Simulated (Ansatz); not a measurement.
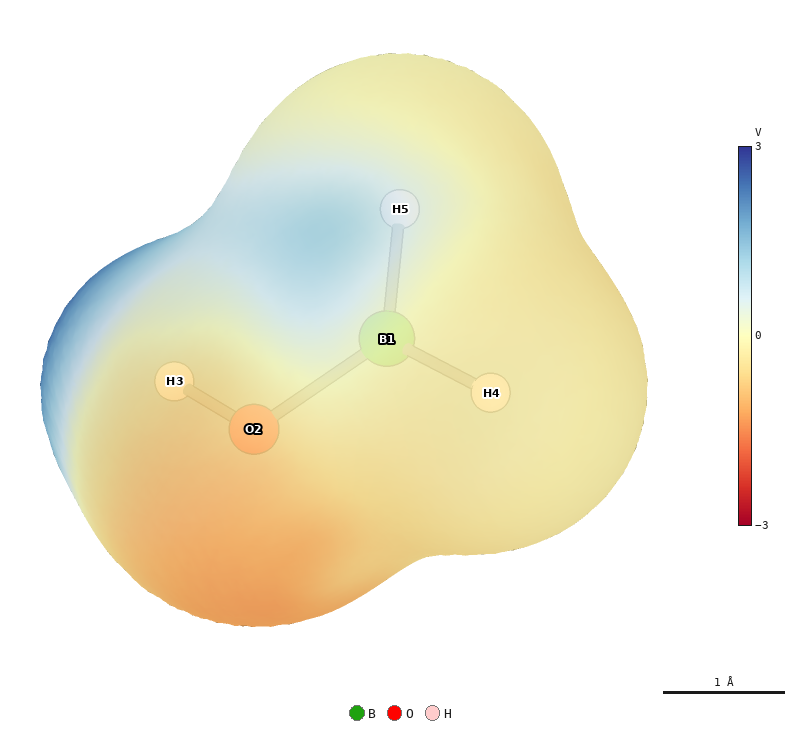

The picture shows: BH₃O. The electrostatic potential painted on the density surface at 0.002 e/bohr³, seen at a tilt; the colour scale runs from red (negative) to blue (positive).

Theory: Ansatz 0.2.0, RKS CAM-B3LYP/def2-SVP.

The calculation's input:

```
crystal:
  periodic: [false, false, false]
  atoms:
    - { symbol: B, position_ang: [0.0, 0.0, 0.0] }
    - { symbol: O, position_ang: [0.0, 0.0, 1.41] }
    - { symbol: H, position_ang: [-0.9095, -0.2814, 1.7471] }
    - { symbol: H, position_ang: [1.0305, 0.0, -0.595] }
    - { symbol: H, position_ang: [-1.0305, 0.0, -0.595] }
basis:
  gaussian: { orbitals: def2-SVP }
hamiltonian:
  xc: cam_b3lyp
relax:
  f_tol: 0.02
  max_steps: 40
output:
  orbitals: {}
```

Launched as:

```sh
ansatz run input.yaml --threads 1 --pin off --max-ram 2048MiB --backend cpu --events-out ev --progress --plain --runs-dir out
```

The fields are those of the run's last geometry, not of the input's.

Which sites attract a positive test charge, and which a negative one?

A positive charge is drawn to the negative regions and a negative charge to the positive ones. The most negative region (about −1.3 V) lies over O2, the most positive (about +2.8 V) over H3. O2 is the likeliest acceptor of a hydrogen bond.
